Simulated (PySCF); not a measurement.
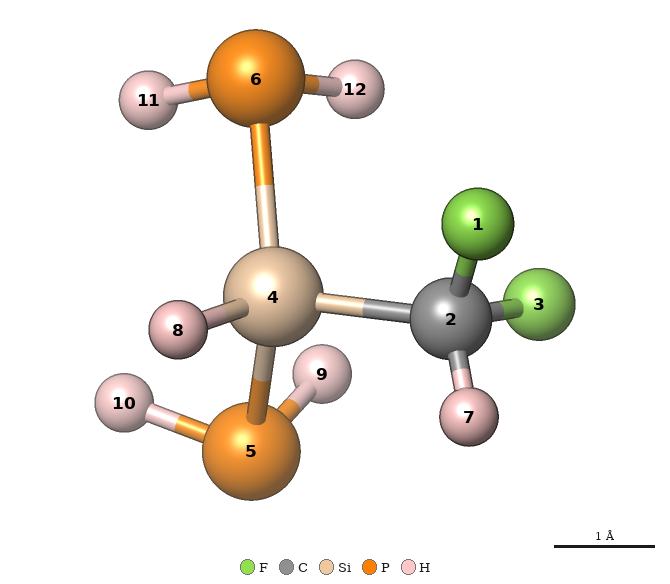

Orthographic view. Depth is shown by fading: the farther an atom, the more it takes the colour of the background. Computed geometry: PBE0-D3(BJ)/def2-SVP optimisation. No frequency run is at hand to confirm it as a minimum.

Write a MOL file (V2000) with the atoms in numerical order, bonds sorted by atom number with the orders drawn, and coordinates in the frame of the picture: x right, y up, z towards the viewer, origin at the mean position.

```
CH6F2P2Si
                    3D

 12 11  0  0  0  0  0  0  0  0999 V2000
    1.5800    0.5900    2.0800 F   0  0  0  0  0  0  0  0  0  0  0  0
    1.3100   -0.3700    1.1500 C   0  0  0  0  0  0  0  0  0  0  0  0
    2.2000   -0.2200    0.1300 F   0  0  0  0  0  0  0  0  0  0  0  0
   -0.4700   -0.1400    0.4600 Si  0  0  0  0  0  4  0  0  0  0  0  0
   -0.7000   -1.7000   -1.1700 P   0  0  0  0  0  0  0  0  0  0  0  0
   -0.6500    2.0500   -0.0600 P   0  0  0  0  0  0  0  0  0  0  0  0
    1.5000   -1.3600    1.6100 H   0  0  0  0  0  0  0  0  0  0  0  0
   -1.4300   -0.4800    1.5600 H   0  0  0  0  0  0  0  0  0  0  0  0
    0.0200   -0.9200   -2.1300 H   0  0  0  0  0  0  0  0  0  0  0  0
   -1.9800   -1.2100   -1.5800 H   0  0  0  0  0  0  0  0  0  0  0  0
   -1.7300    1.8300   -0.9700 H   0  0  0  0  0  0  0  0  0  0  0  0
    0.3500    1.9400   -1.0800 H   0  0  0  0  0  0  0  0  0  0  0  0
  1  2  1  0
  2  3  1  0
  2  4  1  0
  2  7  1  0
  4  5  1  0
  4  6  1  0
  4  8  1  0
  5  9  1  0
  5 10  1  0
  6 11  1  0
  6 12  1  0
M  END
```
